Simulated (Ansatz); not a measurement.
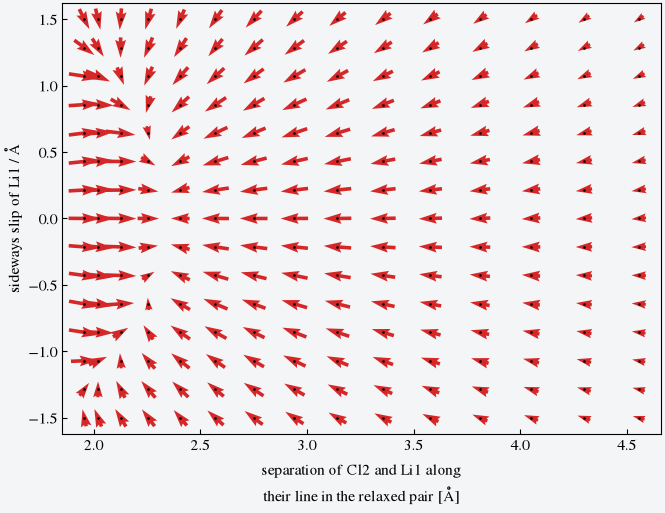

ClHLi, charge +1. First axis: separation of Cl2 and Li1 along their line in the relaxed pair. Second axis: sideways slip of Li1. Nothing is relaxed (both partners rigid). Grid: 15 × 15 points. Points are written as (first, second). Computed with Ansatz 0.2.0, RKS PBE0-D4/def2-TZVPD.

Drawn: dots at the grid points, arrows along the force (downhill), their lengths compressed.

The arrows alone are given. Where is the energy lowest?

The arrows converge at about (2.328 Å, 0.000 Å) (read from the interpolated surface).

The energy map of the same scan:

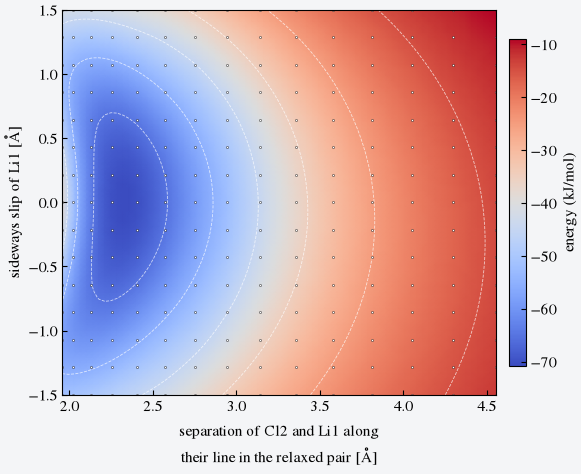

Energies are in kJ/mol, from the ion and the molecule far apart, frozen as in the relaxed pair, each in its own basis (no counterpoise correction); between grid points the surface is interpolated.
